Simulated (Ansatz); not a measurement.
# CH₃AlOS₂: small, medium and large basis sets

Aim: see how fast density functionals converge with the basis set for CH₃AlOS₂.

Method: one geometry, several basis sets; program: Ansatz 0.2.0, Gaussian basis.

Levels to be run: PBE0-D4/def2-SVP; ωB97M-V/def2-SVP; PBE0-D4/def2-QZVPP; ωB97M-V/def2-QZVPP; the functionals' def2-TZVPP values are taken from earlier runs.

## (1) The geometry

The geometry comes from an earlier relaxation with PBE0-D4 in a triple-zeta def2 set; it is a stationary point, not always the lowest conformer.

SMILES `[SH][Al]1[O]C[S]1`, 8 atoms, charge 0, spin multiplicity 1.

Atoms are counted from 1 here; the program's logs count them from 0.

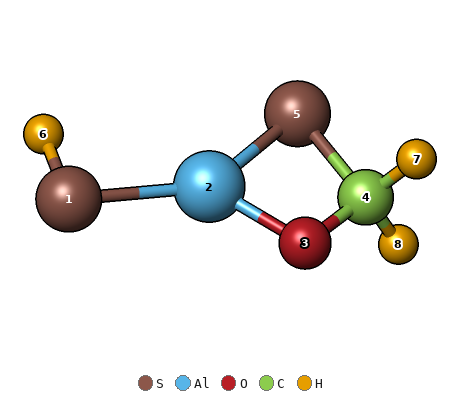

The structure; sulfur brown, aluminium blue, oxygen red, carbon green, hydrogen amber; atoms are numbered from 1 in the order of the file.

## (2) PBE0-D4 in def2-SVP

File in.yaml:

```yaml
crystal:
  periodic: [false, false, false]
  atoms:
    - {symbol: S, position_ang: [1.408618, -2.242504, 1.373756]}
    - {symbol: Al, position_ang: [0.399731, -0.593350, 0.405167]}
    - {symbol: O, position_ang: [-0.323021, -0.480717, -1.150506]}
    - {symbol: C, position_ang: [-0.736549, 0.858047, -1.013479]}
    - {symbol: S, position_ang: [-0.199971, 1.451035, 0.687337]}
    - {symbol: H, position_ang: [1.626343, -1.494150, 2.471538]}
    - {symbol: H, position_ang: [-0.259777, 1.498845, -1.757869]}
    - {symbol: H, position_ang: [-1.823275, 0.945692, -1.071744]}
basis:
  gaussian: {orbitals: def2-SVP}
hamiltonian: {xc: pbe0, dispersion: d4}
output: {orbitals: {seedname: orbitals}}
```

Launch:

```bash
$ ansatz run in.yaml --threads 2 --pin off --events-out ev --progress --plain --max-ram 4352MiB
```

Further steps of the session: ωB97M-V in def2-SVP; PBE0-D4 in def2-QZVPP; ωB97M-V in def2-QZVPP.

Before running them: what should the planned runs give, taken together? Wanted: PBE0-D4: double and triple zeta above quadruple; ωB97M-V: double and triple zeta above quadruple.

The runs gave:

```
                                       quantity           value
PBE0-D4: double and triple zeta above quadruple  14.68, 1.03 eV
ωB97M-V: double and triple zeta above quadruple  14.65, 0.98 eV
```

In words: For PBE0-D4 the step from double to triple zeta gains 13.65 eV and the next only 1.03 eV. Total energies overstate the basis error of differences, where much of it tends to cancel. The LUMO of ωB97M-V is positive and keeps falling with the basis (1.06 to 0.50 eV): an unbound level that the basis holds in place.
